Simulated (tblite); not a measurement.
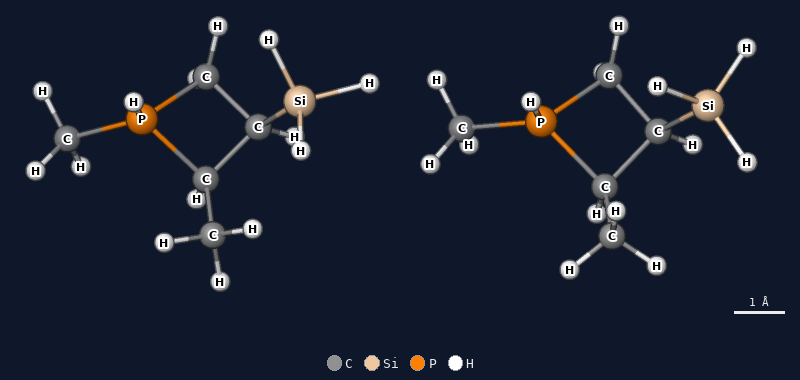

Two geometries of C5H14PSi (charge +1), drawn at one scale. One is the start of a relaxation, the other its converged end. A ball-and-stick model, seen from a free direction.

Computed with GFN2-xTB geometry optimisation, gas phase in tblite 0.8.0. 

Which one is relaxed?

Answer. The right one is the relaxed one. The atom that moves furthest after the best rigid fit is an H atom (1.19 Å). By element the largest moves are H 1.19 Å, C 0.27 Å, P 0.20 Å, Si 0.19 Å. Among the contacts that change: P–Si 3.378 → 3.590 Å, C–Si 1.837 → 1.928 Å, C–C 1.484 → 1.558 Å, C–C 1.518 → 1.555 Å. Bond angles that change, for instance: C–P–C 109.7° → 122.5°, C–Si–H 116.0° → 107.9°, C–P–H 116.5° → 108.8°. Groups turn about C–C by about 45°, C–Si by about 45°. After 123 geometry steps the energy has fallen by 100.5 kJ/mol.
